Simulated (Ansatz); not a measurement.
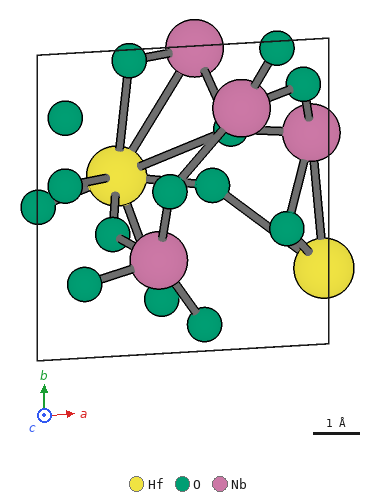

Starting frame of a dynamics run of an amorphous cell of composition HfNb$_{2}$O$_{7}$ (20 atoms in the cell). Style: ball-and-stick. Shown: the simulation cell, along the c axis. Bonds to atoms that aren't drawn are left out.

All numbers below come from DFT PBE, scalar-relativistic, plane waves, PAW (Ansatz).

The input:
```yaml
crystal:
  lattice:
    - [6.400765, 0.192799, -0.052575]
    - [0.192799, 6.705311, -0.091376]
    - [-0.052575, -0.091376, 6.563838]
  atoms:
    - { symbol: Hf, position: [0.2681828363, 0.5854797183, 0.0889361323] }
    - { symbol: Hf, position: [0.9797749541, 0.2442846829, 0.2225042062] }
    - { symbol: O, position: [0.8186606497, 0.9732640872, 0.9203685124] }
    - { symbol: O, position: [0.4512796052, 0.5239431577, 0.853222859] }
    - { symbol: O, position: [0.0916363338, 0.5623649711, 0.5369518467] }
    - { symbol: O, position: [0.570060294, 0.0827431642, 0.4893066547] }
    - { symbol: O, position: [0.6603797689, 0.7174206407, 0.3827473653] }
    - { symbol: O, position: [0.5971560503, 0.5364084996, 0.1412849553] }
    - { symbol: O, position: [0.3115320646, 0.9605829751, 0.3128166475] }
    - { symbol: O, position: [0.9090517149, 0.850042991, 0.6164019153] }
    - { symbol: O, position: [0.2549104531, 0.3948268466, 0.3244987016] }
    - { symbol: O, position: [0.9988752531, 0.4983838172, 0.0736106742] }
    - { symbol: O, position: [0.8526224934, 0.3806811229, 0.3993057832] }
    - { symbol: O, position: [0.4230894651, 0.1739992918, 0.0285798506] }
    - { symbol: O, position: [0.1585625263, 0.236847489, 0.7303416833] }
    - { symbol: O, position: [0.0919095831, 0.7846981832, 0.8828601391] }
    - { symbol: Nb, position: [0.936575298, 0.6901524801, 0.3431388752] }
    - { symbol: Nb, position: [0.535761011, 0.9885184355, 0.1796078475] }
    - { symbol: Nb, position: [0.4130442438, 0.3014744255, 0.6421979015] }
    - { symbol: Nb, position: [0.6970440938, 0.7834406384, 0.7828892507] }
  symmetry: { detect: false }
basis:
  ecutwfc: 420
  xc_grid: 1
kpoints:
  mp_grid: { grid: [1, 1, 1], shift: [0.0, 0.0, 0.0] }
hamiltonian:
  xc: pbe
scf:
  occupations: { method: fermi_dirac, width: 0.3275 }
  lower_state_search: "off"
  convergence: { dr2_threshold: 1.0e-05 }
output:
  forces: true
  stress: true
md:
  timestep: 2.0
  n_steps: 250
  ensemble: nvt_langevin
  friction: 0.03
  temperature: 3800.0
  initial_velocities: maxwell_boltzmann
  seed: 95270
```

Launched with:
```bash
ansatz run input.yaml --threads 2 --pin off --max-ram 5120MiB --backend cpu --events-out ev --progress --plain --runs-dir out
```

> Predict how the run goes.

Over the second half the temperature averages 3893 K (spread ±558 K). The potential energy in the second half lies on average 768 meV per atom below the first frame. The mean pressure there is 5.8 GPa. Root-mean-square distances from the starting positions over the second half, with the common drift of all atoms taken out: O 1.50 Å, Nb 1.08 Å, Hf 0.90 Å. Against the typical shortest distance between atoms in the first frame, about 1.8 Å these are large excursions, but over 500 fs one can't yet tell strong vibration from the start of diffusion. 8 of the 20 free atoms end more than three quarters of that spacing from the start.

Along the run (each row but the first and the last is the mean over the interval that it begins):

```csv
time (fs),potential energy (meV/atom),T (K),p (GPa)
0.0,0.0,3610,13.7
62.0,-529.0,3958,5.4
124.0,-456.3,4145,12.4
186.0,-499.4,5129,8.3
248.0,-659.1,3906,6.4
310.0,-797.3,3939,4.7
372.0,-771.6,4122,6.6
434.0,-831.7,3548,5.8
496.0,-812.9,4083,4.6
```

The paths of the atoms:

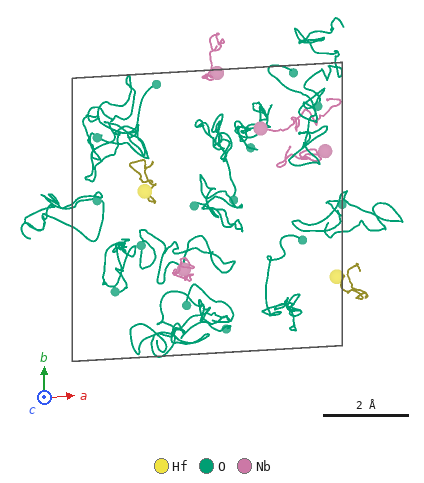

Limits of the set-up: the periodic images lie only 6.4 Å apart, so the values are limited by the cell's size.
